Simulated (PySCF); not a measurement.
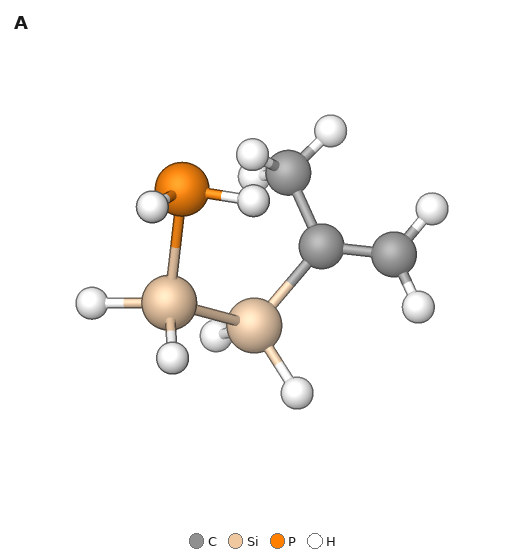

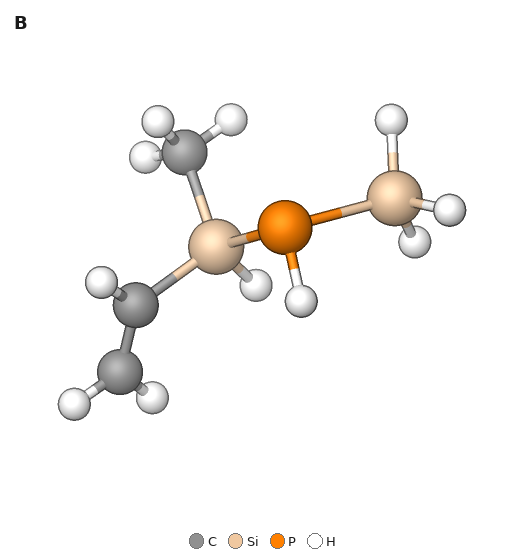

2 stationary structures of one formula. Geometries: GFN2-xTB. Electronic energies: PBE0/pcSseg-1 (PySCF 2.14.0), without zero-point energy. No frequency run is at hand to confirm each as a minimum. Each is one conformer, not always the lowest.

How are they related?

They are constitutional isomers of C3H11PSi2: A `C=C(C)[SiH2][SiH2]P`, B `C=C[Si@@H](C)P[SiH3]`.

Rank them by energy, lowest first.

B is lowest; A lies 57.4 kJ/mol above it.

The geometry is semi-empirical. Around P, Si such bond lengths and angles can be off by a tenth of an ångström or more and by several degrees, and values that hang on the shape move with them.
